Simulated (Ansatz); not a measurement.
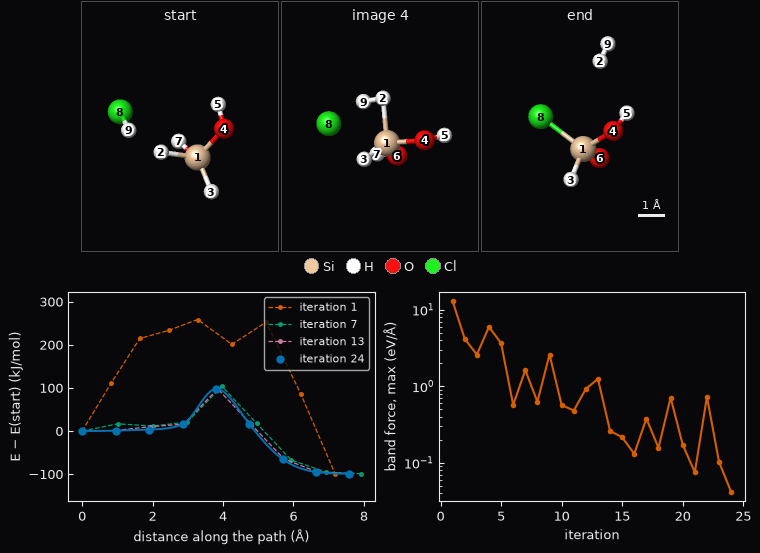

A nudged-elastic-band calculation for SiH5O2Cl. Images are numbered from 0 (start) to 8 (end). The plot follows the band through its iterations. Style: ball-and-stick. Shown at a tilt.

All numbers below come from RKS PBE-D4/6-31G* in Ansatz 0.2.0. Set-up: 7 movable images; climbing image; force threshold 0.05 eV/Å; iteration limit 60; starting path through a guess of the saddle point.

> Did the band converge, and can the barrier be trusted?

The result is final at these settings. The band converged in 24 iterations. The largest component of the band force went from 13 to 0.042 eV/Å. The climbing image converged on the top of the path. Its vibrational analysis gives one imaginary mode (603i cm⁻¹), as a transition state must have. The first iteration put the highest image at 258.9 kJ/mol. The energy climbs by 97.8 kJ/mol to image 4 and then falls by 196.6 kJ/mol, so the end point sits at −98.8 kJ/mol.

Cost: 6.7 min on 1 thread of Arm Neoverse V1 (shared host), peak memory 0.12 GiB.
